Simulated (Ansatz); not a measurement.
# Geometry relaxation, with input and output: GeH4O2

- system: GeH4O2
- method: RKS BLYP/def2-SVP (Ansatz 0.2.0)

It belongs to a series of runs on one base structure; here: end point A relaxed.

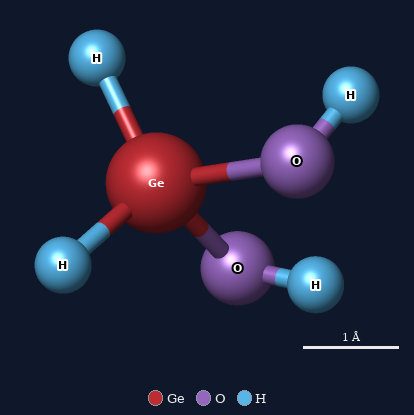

The starting structure (ball-and-stick view, seen at a tilt). Sticks mark near contacts. Bond lengths as drawn: Ge–H 1.55 to 1.56 Å, Ge–O 1.81 to 1.84 Å and H–O 0.98 Å.

## Input
```yaml
crystal:
  periodic: [false, false, false]
  atoms:
    - { symbol: Ge, position_ang: [-0.095055, -0.214728, 0.596359] }
    - { symbol: O, position_ang: [-0.046466, 1.347113, -0.379691] }
    - { symbol: O, position_ang: [0.646328, -1.249703, -0.689353] }
    - { symbol: H, position_ang: [0.954315, -0.509914, -1.254421] }
    - { symbol: H, position_ang: [0.818327, 0.032597, 1.823832] }
    - { symbol: H, position_ang: [-1.519577, -0.725347, 0.955594] }
    - { symbol: H, position_ang: [-0.757772, 1.319883, -1.05242] }
basis:
  gaussian: { orbitals: def2-SVP }
hamiltonian:
  xc: blyp
relax:
  f_tol: 0.03
  max_steps: 50
output:
  orbitals: {}
```

Run on 2 threads of Arm Neoverse V1, 24 GiB of memory available, shared host.

Command:
```bash
ansatz run input.yaml --threads 2 --pin off --max-ram 3072MiB --backend cpu --events-out ev --progress --plain --runs-dir out
```

## The program's output
```
The last accepted step is kept in [file] (removed where the run ends without a failure and the disk answers)
Engine: ansatz 0.2.0, aarch64-unknown-linux-gnu
Functional definition: BLYP
  parameter beta = 0.0042
  parameter a = 0.04918
  parameter b = 0.132
  parameter c = 0.2533
  parameter d = 0.349
  exchange = b88_x(beta = beta)
  correlation = lyp_c(a = a, b = b, c = c, d = d)
869 factors; their error is unknown
mean field evaluation 1: about -60657.1960 eV, gradient 8.2e1 eV
mean field evaluation 2: about -60533.1950 eV, gradient 2.3e2 eV
mean field evaluation 4: about -60667.8006 eV, gradient 1.9e1 eV
mean field evaluation 8: about -60668.4655 eV, gradient 8.1e-2 eV
mean field evaluation 16: about -60668.4210 eV, gradient 2.5e-5 eV
mean field -60668.42102254 eV, -2229.5233500454 hartree, gradient 2.5e-5 eV, S^2 0.000000; 0 other end points of the search recorded, 0 dependent functions left out
the calculation of the forces begins
reference -60668.42131426 eV, -2229.5233607662 hartree; 26, 26 occupied and 54, 54 virtual orbitals, 869 factors
relax step   1: F+E_penalty+E_count = -60668.42102254 eV  Δ(F+E_penalty+E_count) = +0.000e0 eV  max|allowed force component| = 4.382e-1 eV/Å  Δτ_max = 0.0000 Å  (26 SCF iters, accepted)
these checks for a lower state are left out or cut short: starts, cluster_reference, orbital_swaps, neighbouring_geometries, increment
869 factors; their error is unknown
mean field -60668.52854030 eV, -2229.5273012502 hartree, gradient 7.1e-6 eV, S^2 0.000000; 0 other end points of the search recorded, 0 dependent functions left out
the calculation of the forces begins
reference -60668.52883441 eV, -2229.5273120589 hartree; 26, 26 occupied and 54, 54 virtual orbitals, 869 factors
relax step   2: F+E_penalty+E_count = -60668.52854030 eV  Δ(F+E_penalty+E_count) = -1.075e-1 eV  max|allowed force component| = 6.108e-1 eV/Å  Δτ_max = 0.1923 Å  (28 SCF iters, accepted)
these checks for a lower state are left out or cut short: starts, cluster_reference, orbital_swaps, neighbouring_geometries, increment
869 factors; their error is unknown
mean field -60668.56944658 eV, -2229.5288045284 hartree, gradient 9.5e-6 eV, S^2 0.000000; 0 other end points of the search recorded, 0 dependent functions left out
the calculation of the forces begins
reference -60668.56974191 eV, -2229.5288153816 hartree; 26, 26 occupied and 54, 54 virtual orbitals, 869 factors
relax step   3: F+E_penalty+E_count = -60668.56944658 eV  Δ(F+E_penalty+E_count) = -4.091e-2 eV  max|allowed force component| = 1.020e0 eV/Å  Δτ_max = 0.1934 Å  (28 SCF iters, accepted)
these checks for a lower state are left out or cut short: starts, cluster_reference, orbital_swaps, neighbouring_geometries, increment
869 factors; their error is unknown
mean field evaluation 32: about -60668.6587 eV, gradient 6.3e-1 eV
mean field -60668.61710040 eV, -2229.5305557740 hartree, gradient 5.8e-5 eV, S^2 0.000000; 0 other end points of the search recorded, 0 dependent functions left out
the calculation of the forces begins
reference -60668.61739465 eV, -2229.5305665875 hartree; 26, 26 occupied and 54, 54 virtual orbitals, 869 factors
relax step   4: F+E_penalty+E_count = -60668.61710040 eV  Δ(F+E_penalty+E_count) = -4.765e-2 eV  max|allowed force component| = 2.848e-1 eV/Å  Δτ_max = 0.2000 Å  (30 SCF iters, accepted)
these checks for a lower state are left out or cut short: starts, cluster_reference, orbital_swaps, neighbouring_geometries, increment
869 factors; their error is unknown
mean field -60668.62263636 eV, -2229.5307592167 hartree, gradient 2.8e-6 eV, S^2 0.000000; 0 other end points of the search recorded, 0 dependent functions left out
the calculation of the forces begins
reference -60668.62292989 eV, -2229.5307700039 hartree; 26, 26 occupied and 54, 54 virtual orbitals, 869 factors
relax step   5: F+E_penalty+E_count = -60668.62263636 eV  Δ(F+E_penalty+E_count) = -5.536e-3 eV  max|allowed force component| = 3.618e-1 eV/Å  Δτ_max = 0.0935 Å  (29 SCF iters, accepted)
these checks for a lower state are left out or cut short: starts, cluster_reference, orbital_swaps, neighbouring_geometries, increment
869 factors; their error is unknown
mean field -60668.64006581 eV, -2229.5313997373 hartree, gradient 1.3e-5 eV, S^2 0.000000; 0 other end points of the search recorded, 0 dependent functions left out
the calculation of the forces begins
reference -60668.64036047 eV, -2229.5314105658 hartree; 26, 26 occupied and 54, 54 virtual orbitals, 869 factors
relax step   6: F+E_penalty+E_count = -60668.64006581 eV  Δ(F+E_penalty+E_count) = -1.743e-2 eV  max|allowed force component| = 1.181e-1 eV/Å  Δτ_max = 0.0913 Å  (28 SCF iters, accepted)
these checks for a lower state are left out or cut short: starts, cluster_reference, orbital_swaps, neighbouring_geometries, increment
869 factors; their error is unknown
mean field -60668.64160783 eV, -2229.5314564055 hartree, gradient 5.7e-5 eV, S^2 0.000000; 0 other end points of the search recorded, 0 dependent functions left out
the calculation of the forces begins
reference -60668.64190255 eV, -2229.5314672361 hartree; 26, 26 occupied and 54, 54 virtual orbitals, 869 factors
relax step   7: F+E_penalty+E_count = -60668.64160783 eV  Δ(F+E_penalty+E_count) = -1.542e-3 eV  max|allowed force component| = 1.612e-2 eV/Å  Δτ_max = 0.0222 Å  (25 SCF iters, accepted)
869 factors; their error is unknown
mean field evaluation 64: about -60668.6841 eV, gradient 6.3e-2 eV
```

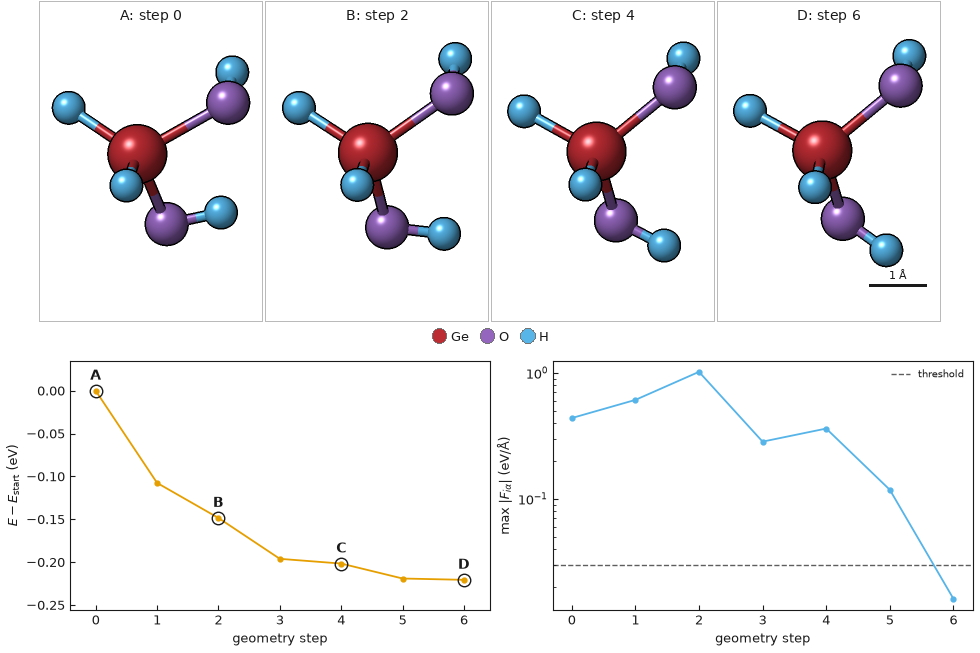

Frames of the relaxation (ball-and-stick view, seen at a tilt) above the curves, on which the letters mark them (the first geometry is step 0 here and step 1 in the log).

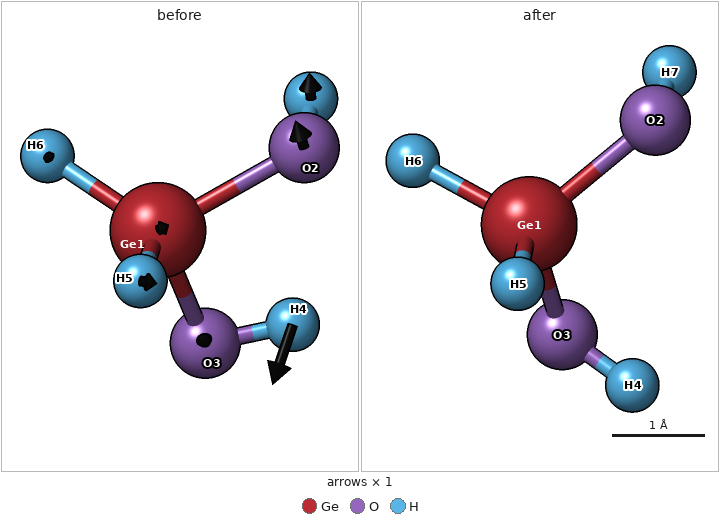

Before (left) and after (right) the relaxation, at one scale (ball-and-stick view, seen at a tilt). The black arrows give the displacements, at true length. Over 6 geometry steps the energy falls by 0.221 eV. Largest force component: 0.44 eV/Å at the start, 0.016 eV/Å at the end. H4 moves most after the best rigid fit: 0.70 Å. Largest moves by element: H 0.70 Å, O 0.34 Å, Ge 0.15 Å. Among the contacts that change: Ge1–O2 1.842 → 1.808 Å. Among the angles that change: O2–Ge1–O3 95.6° → 110.8°, Ge1–O3–H4 96.1° → 111.1°, O3–Ge1–H6 110.6° → 102.6°. (Atoms are counted from 1 in the order of the input.)

```
mean field -60668.64160783 eV, -2229.5314564055 hartree, gradient 5.7e-5 eV, S^2 0.000000; 1 other end points of the search recorded, 0 dependent functions left out
the calculation of the forces begins
reference -60668.64190255 eV, -2229.5314672361 hartree; 26, 26 occupied and 54, 54 virtual orbitals, 869 factors
Total energy: -60668.64190255 eV, -2229.5314672361 hartree
Atom 0 at    -0.106658    -0.127638     0.477355 Å, force     0.002602    -0.001106     0.014765 eV/Å
Atom 1 at    -0.279407     1.538553    -0.202670 Å, force    -0.011755     0.005780    -0.009793 eV/Å
Atom 2 at     0.499689    -1.276051    -0.780306 Å, force     0.016123    -0.002413    -0.008011 eV/Å
Atom 3 at     1.392641    -1.022358    -1.088065 Å, force    -0.008031    -0.001342     0.006725 eV/Å
Atom 4 at     0.906207     0.082563     1.634026 Å, force    -0.008474    -0.010807    -0.011912 eV/Å
Atom 5 at    -1.467896    -0.754122     0.878919 Å, force     0.005686     0.011592     0.001079 eV/Å
Atom 6 at    -0.944476     1.558954    -0.919359 Å, force     0.003848    -0.001704     0.007147 eV/Å
Dipole moment:     0.015390     0.019073    -0.071067 e Å
```

## Trajectory as extended XYZ (Å, eV, eV/Å), 7 frames, from step=1 to step=7
```
7
Properties=species:S:1:pos:R:3:forces:R:3 step=1 energy=-60668.42102
Ge   -0.0951   -0.2147    0.5964    0.0683   0.4378  -0.3517
O    -0.0465    1.3471   -0.3797   -0.2830  -0.1060   0.4382
O     0.6463   -1.2497   -0.6894   -0.0610  -0.2228   0.2350
H     0.9543   -0.5099   -1.2544    0.2548  -0.2073  -0.3223
H     0.8183    0.0326    1.8238   -0.0016   0.0122  -0.0195
H    -1.5196   -0.7253    0.9556    0.0060  -0.0019  -0.0393
H    -0.7578    1.3199   -1.0524    0.0165   0.0880   0.0595
7
Properties=species:S:1:pos:R:3:forces:R:3 step=2 energy=-60668.52854
Ge   -0.0839   -0.1917    0.5472   -0.0244   0.3277  -0.1486
O    -0.1054    1.4194   -0.3346   -0.1696  -0.4012   0.2256
O     0.6630   -1.3325   -0.6573    0.0407   0.6108  -0.1153
H     1.0629   -0.6673   -1.2739    0.0366  -0.5702   0.0506
H     0.8152    0.0563    1.7848    0.0388   0.0049  -0.0289
H    -1.5035   -0.7143    0.9079   -0.0030  -0.0176  -0.0447
H    -0.8482    1.4301   -0.9743    0.0810   0.0457   0.0613
7
Properties=species:S:1:pos:R:3:forces:R:3 step=3 energy=-60668.56945
Ge   -0.0867   -0.1640    0.5220    0.0246   0.0104  -0.1821
O    -0.1614    1.4610   -0.2925   -0.1028  -0.1715   0.0364
O     0.6310   -1.3610   -0.6543    0.5416   1.0201  -0.6338
H     1.2007   -0.8031   -1.2745   -0.6075  -0.8358   0.7403
H     0.8377    0.0746    1.7436    0.0095   0.0027  -0.0187
H    -1.5033   -0.7031    0.8700    0.0389  -0.0347   0.0075
H    -0.9179    1.4955   -0.9145    0.0959   0.0088   0.0505
7
Properties=species:S:1:pos:R:3:forces:R:3 step=4 energy=-60668.61710
Ge   -0.1091   -0.1394    0.5121    0.0961   0.0147  -0.0995
O    -0.1967    1.4775   -0.2769   -0.0723   0.2647   0.1562
O     0.5254   -1.2761   -0.7268    0.1311  -0.2848  -0.1842
H     1.3244   -0.9158   -1.1650   -0.0773  -0.0304   0.1035
H     0.8769    0.0766    1.6856    0.0013   0.0255   0.0497
H    -1.4834   -0.7499    0.8810   -0.0412   0.0226   0.0435
H    -0.9373    1.5270   -0.9100   -0.0376  -0.0123  -0.0691
7
Properties=species:S:1:pos:R:3:forces:R:3 step=5 energy=-60668.62264
Ge   -0.0882   -0.1357    0.4760   -0.2028  -0.0569   0.3042
O    -0.2581    1.5168   -0.2184    0.3443   0.1219   0.2466
O     0.5181   -1.3010   -0.7620    0.0797   0.0658  -0.0340
H     1.3406   -0.9546   -1.1626    0.0426  -0.0758  -0.0236
H     0.8443    0.0828    1.6922    0.1870   0.0055  -0.0667
H    -1.4457   -0.7355    0.9076   -0.1238  -0.0875  -0.0648
H    -0.9108    1.5271   -0.9328   -0.3270   0.0270  -0.3618
7
Properties=species:S:1:pos:R:3:forces:R:3 step=6 energy=-60668.64007
Ge   -0.1063   -0.1289    0.4813   -0.0262  -0.0241   0.0653
O    -0.2783    1.5369   -0.2043    0.0594  -0.0275   0.0757
O     0.5035   -1.2788   -0.7760   -0.0857   0.0006   0.0486
H     1.3829   -1.0103   -1.1040    0.0716   0.0238  -0.0101
H     0.9066    0.0849    1.6466   -0.0783  -0.0233  -0.0945
H    -1.4748   -0.7589    0.8839    0.1181   0.0577  -0.0306
H    -0.9335    1.5551   -0.9277   -0.0589  -0.0072  -0.0545
7
Properties=species:S:1:pos:R:3:forces:R:3 step=7 energy=-60668.64161
Ge   -0.1067   -0.1276    0.4774    0.0026  -0.0011   0.0148
O    -0.2794    1.5386   -0.2027   -0.0118   0.0058  -0.0098
O     0.4997   -1.2761   -0.7803    0.0161  -0.0024  -0.0080
H     1.3926   -1.0224   -1.0881   -0.0080  -0.0013   0.0067
H     0.9062    0.0826    1.6340   -0.0085  -0.0108  -0.0119
H    -1.4679   -0.7541    0.8789    0.0057   0.0116   0.0011
H    -0.9445    1.5590   -0.9194    0.0038  -0.0017   0.0071
```

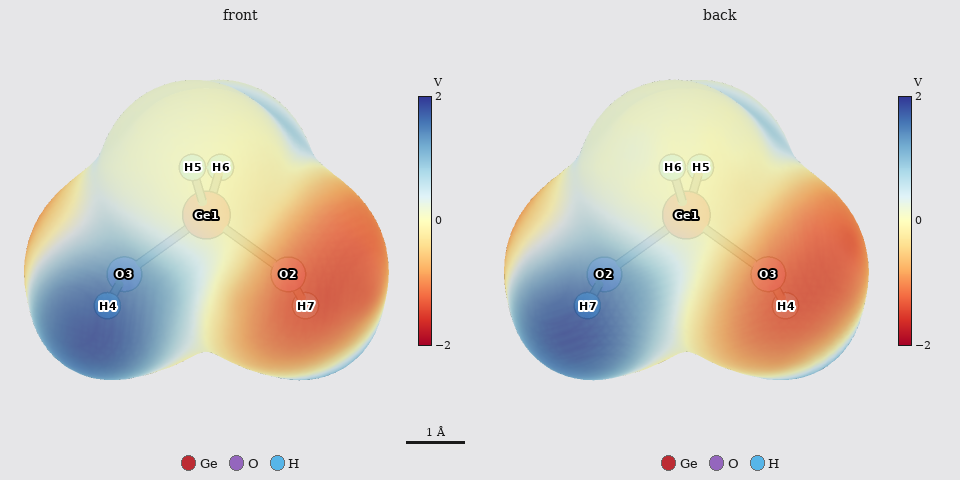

The electrostatic potential painted on the density surface at 0.001 e/bohr³, seen face on and from behind; the colour scale runs from red (negative) to blue (positive).

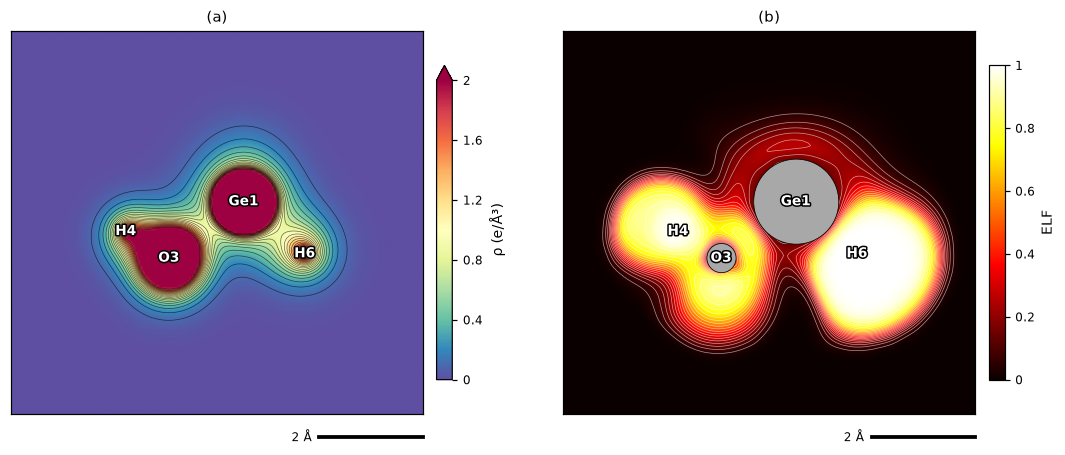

(a) electron density; (b) electron localisation function on the plane of atoms O3, Ge1 and H6. Grey discs, where drawn, cover atomic cores. Atoms in the plane: Ge, O and H. Ge–O (1.81 Å): ρ is about 0.9 e/Å³ halfway; the ELF peaks at about 0.85 in the valence shell of O, 0.6 Å from its nucleus, and is about 0.35 at the midpoint.

## Summary

```json
{"quantity": "outcome", "value": "converged"}
{"quantity": "total energy", "value": "−60668.6419 eV"}
{"quantity": "mean-field energy", "value": "−60668.6419 eV"}
{"quantity": "largest force (length of the vector) at the end", "value": "0.018 eV/Å"}
{"quantity": "wall time", "value": "8.5 s (CPU time 16 s)"}
{"quantity": "peak memory", "value": "0.14 GiB"}
```
